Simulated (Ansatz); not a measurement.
```csv
atom,x (Å),y (Å),z (Å)
C,-1.2363,-0.4657,0.6963
C,-1.4146,0.6614,1.6577
F,-0.2242,1.2418,1.9197
F,-2.2456,1.5894,1.1373
F,-1.9407,0.2067,2.8149
N,-1.0965,-1.3481,-0.0563
```

Geometry: BLYP-D3(BJ)/def2-SVP.

Computed with isolated molecule in a Gaussian basis; Kohn-Sham density functional theory, functional PBE0 in Ansatz 0.2.0.

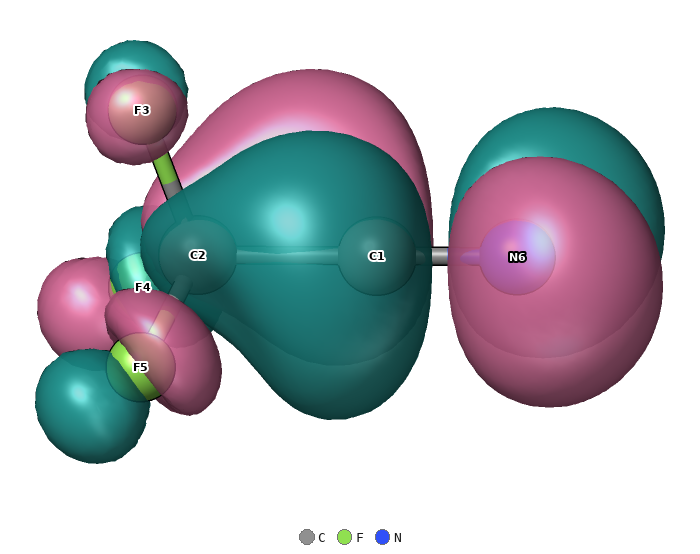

C2F3N (SMILES N#CC(F)(F)F). The LUMO at ±0.08 Å⁻³ᐟ² (teal and pink are the two phases), seen at a tilt.

**Where does this orbital lie, and at what energy?**

Its weight (Hirshfeld) is mainly on N6 (about 35 %), C1 (about 35 %) and C2 (about 15 %); π-antibonding (π*) across N6–C1. It is one of a degenerate set, so its orientation is arbitrary. Its energy is −1.17 eV.
